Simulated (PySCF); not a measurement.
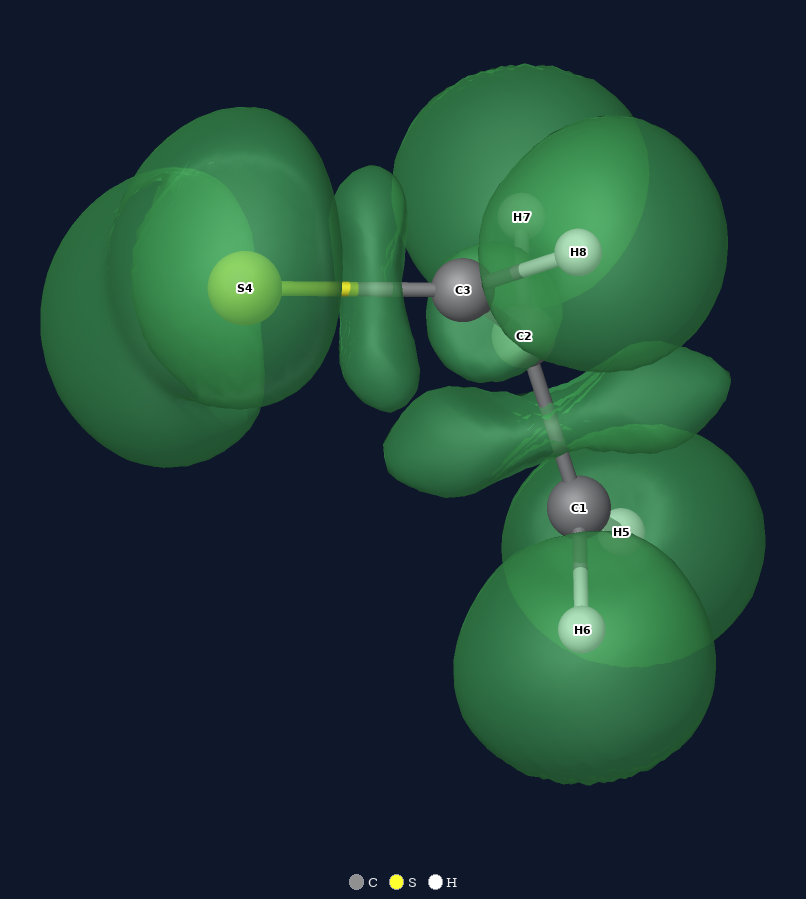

C3H4S. Isosurface of the electron localisation function at 0.8 (green), seen at an oblique angle. Core shells and regions of very low density are left out.

Geometry: PBE0-D3(BJ)/def2-SVP.

Computed with PBE0/pcSseg-2, SCF density, gas phase, non-relativistic in PySCF 2.14.0.

The calculation's input:

```
{"job": {"kind": "nmr", "xc": "PBE0", "basis": "pcSseg-2", "pop": false}, "charge": 0, "multiplicity": 1}
C     -1.230217    -0.328550     0.012654
C     -0.114110     0.297549     0.386367
C      1.181692     0.203124    -0.316823
S      2.365349    -0.826232     0.069829
H     -2.154204    -0.220859     0.585759
H     -1.255322    -0.979786    -0.865929
H     -0.118165     0.939515     1.278234
H      1.324977     0.915239    -1.150091
```

Run with:

```sh
OMP_NUM_THREADS=1 python ens_run.py task.json out
```

Question: Where are the electrons localised?

Answer: At this value the surface marks out two regions between bonded C–C atoms (shared pairs), one region between bonded C–S atoms (shared pairs), four regions around hydrogen nuclei and one ring or bowl of non-bonding electrons around S. Along the contacts the grid gives the following. C–C (1.33 Å): the ELF peaks at about 0.90 between the atoms: a multiple bond. C–S (1.62 Å): the ELF peaks at about 0.90 between the atoms; a covalent bond.
